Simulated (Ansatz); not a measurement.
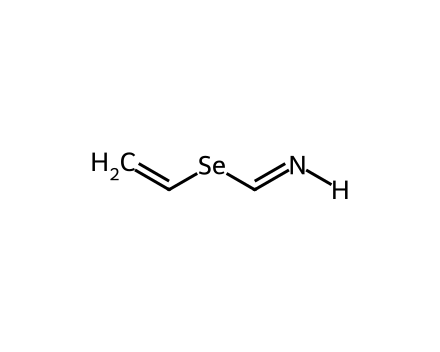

A structural formula.

> Give its SMILES.

[H]/N=C/[Se]C=C

> Give the formula, hydrogens included.

C3H5NSe.

> An optimisation with PBE0-D4/def2-TZVP gave a structure of which point group?

Cs. Other conformers may differ.

More results for the same structure follow; atom numbers are the same in all pictures, views and colours differ. Computed geometry: PBE0-D4/def2-TZVP optimisation. No frequency run is at hand to confirm it as a minimum.

Shape

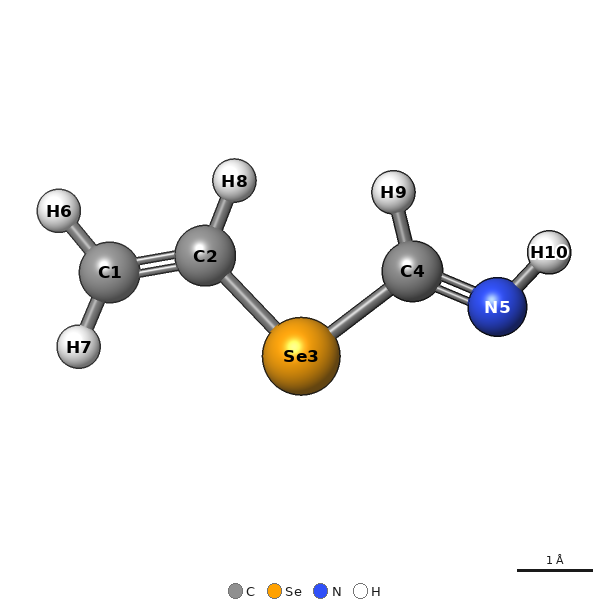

Atoms carry their numbers in the input. No frequency run is at hand to confirm it as a minimum.

> What is the geometry at C2?

C2 has 3 neighbours (C1 at 1.32, Se3 at 1.89, H8 at 1.09 Å); the arrangement is trigonal planar.

> What is the geometry at C4?

C4 has 3 neighbours (Se3 at 1.90, N5 at 1.26, H9 at 1.10 Å); the arrangement is trigonal planar.

> How are the neighbours of atom 1 arranged?

C1 has 3 neighbours (C2 at 1.32, H6 at 1.08, H7 at 1.08 Å); the arrangement is trigonal planar.

> What is the geometry at Se3?

Se3 has 2 neighbours (C2 at 1.89, C4 at 1.90 Å); the arrangement is bent.

> What is the dihedral angle C2–Se3–C4–N5?

180° in size, that is anti.

Dipole moment

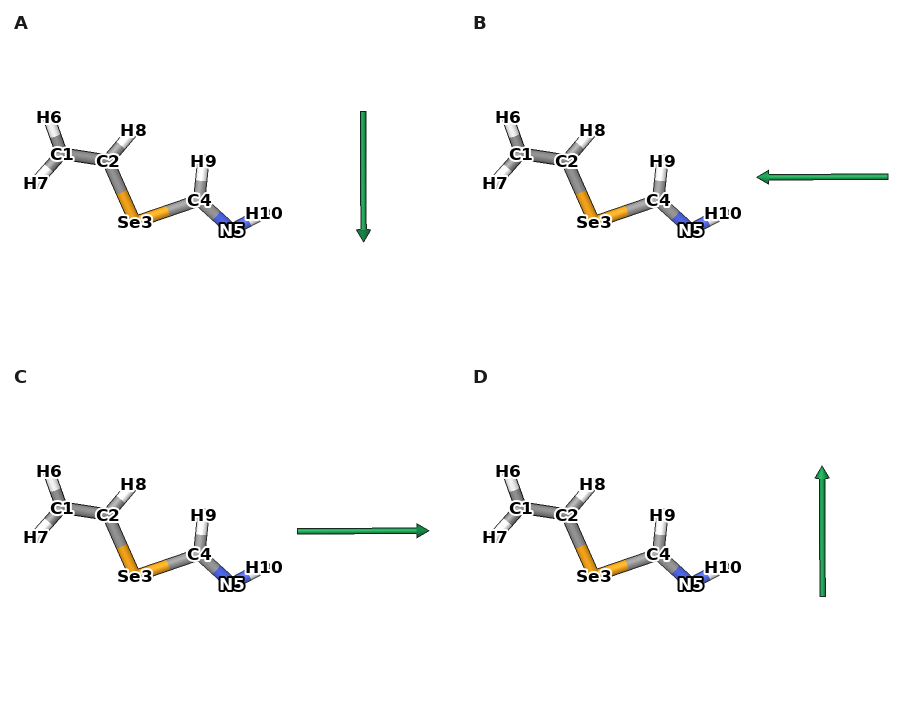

The same molecule four times, each with an arrow. No frequency run is at hand to confirm it as a minimum. Properties computed with RKS B3LYP-D4/def2-TZVPP (Ansatz 0.2.0).

> Which arrow points along the dipole moment, from the negative to the positive end?

D. The dipole moment is 2.60 D; it points from the side of N5 to the side of H6 (the outermost atoms at the two ends).

Levels of theory compared

No frequency run is at hand to confirm it as a minimum. Program: Ansatz 0.2.0.

Tabulate HOMO energy (eV), HOMO–LUMO gap (eV) at these levels: B3LYP-D4/def2-TZVPP; PBE-D4/def2-TZVPP; PBE0-D4/def2-TZVPP; r2SCAN-D4/def2-TZVPP; ωB97M-V/def2-TZVPP; ωB97X-V/def2-TZVPP.

```csv
level,HOMO energy (eV),HOMO–LUMO gap (eV)
B3LYP-D4/def2-TZVPP,−6.23,5.52
PBE-D4/def2-TZVPP,−5.45,3.93
PBE0-D4/def2-TZVPP,−6.43,5.96
r2SCAN-D4/def2-TZVPP,−5.65,4.31
ωB97M-V/def2-TZVPP,−8.46,10.19
ωB97X-V/def2-TZVPP,−8.56,10.38
```

Charges

The questions are on Mulliken charges. No frequency run is at hand to confirm it as a minimum. Properties computed with RKS ωB97M-V/def2-TZVPP (Ansatz 0.2.0).

> Which atom carries the highest charge (most positive or least negative)?

Se3 (0.21 e).

> And the lowest?

C1, N5 (−0.24 e).

Give the Mulliken charges atom by atom.

```tsv
atom	value (e)
C1	−0.24
C2	−0.16
Se3	0.21
C4	−0.10
N5	−0.24
H6	0.11
H7	0.10
H8	0.10
H9	0.10
H10	0.13
```

Mulliken values depend strongly on the basis set and can even reverse the polarity of a bond.
